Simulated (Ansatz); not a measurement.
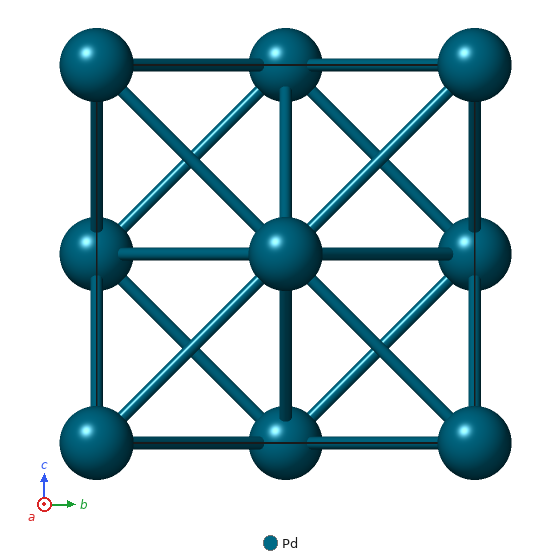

The structure above is drawn in ball-and-stick style and viewed along the a axis. One conventional unit cell is framed, with atoms on its boundary repeated.

Cell dimensions are a = 3.907 Å, b = 3.907 Å, c = 3.907 Å, α = 90.00°, β = 90.00°, γ = 90.00°.

The composition is Pd.

What kind of lattice is this?

Face-centred cubic.

How far does the bonding extend?

The bonds build a three-dimensional framework.

Provenance: the standard structure of this element. Earlier steps of the study may have refined or changed the cell and positions. It was run through Ansatz as a DFT input.
